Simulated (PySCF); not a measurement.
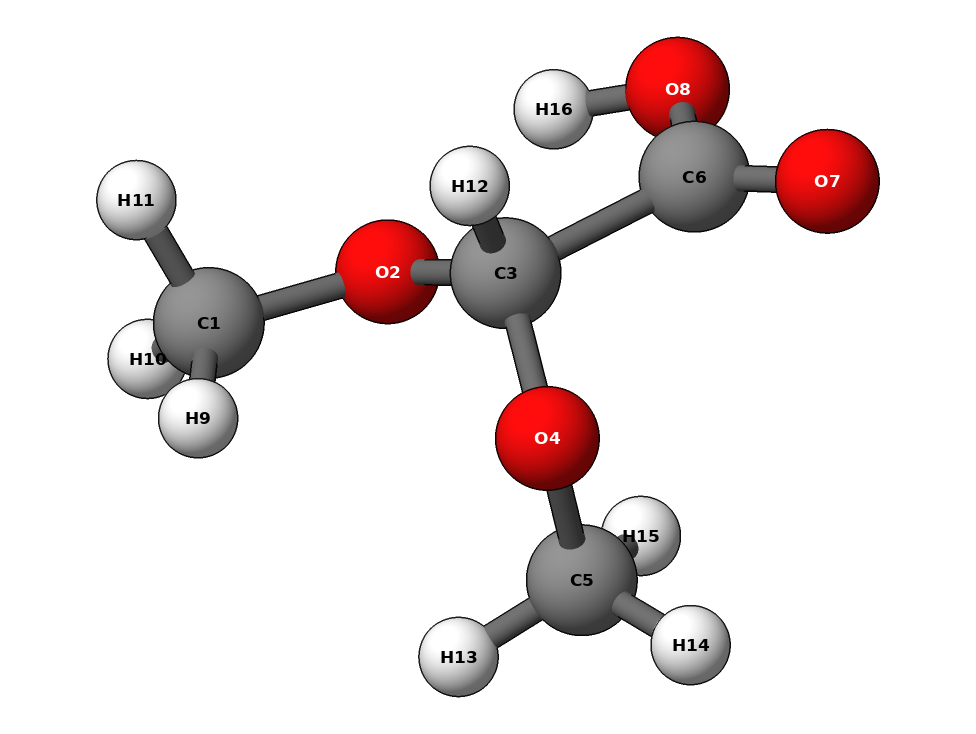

Geometry: a frame of a GFN2-xTB molecular-dynamics simulation, not a minimum. Properties computed with GIAO PBE0/pcSseg-1 NMR shielding, non-relativistic, gas phase (PySCF 2.14.0). Principal shieldings σ11 ≤ σ22 ≤ σ33, span Ω = σ33 − σ11, skew κ = 3(σiso − σ22)/Ω.

Which C atom has the most anisotropic shielding?

C6, with a span of 150 ppm.

Give the shielding tensors of the C atoms.

| atom | σ11 | σ22 | σ33 | σiso | Ω | κ |
| --- | --- | --- | --- | --- | --- | --- |
| C1 | 88.8 | 102.4 | 186.3 | 125.8 | 97.5 | 0.72 |
| C3 | 55.0 | 86.6 | 94.7 | 78.8 | 39.6 | −0.59 |
| C5 | 93.2 | 111.8 | 176.3 | 127.1 | 83.2 | 0.55 |
| C6 | −78.8 | 64.3 | 71.3 | 19.0 | 150.1 | −0.91 |

Shieldings and span in ppm.
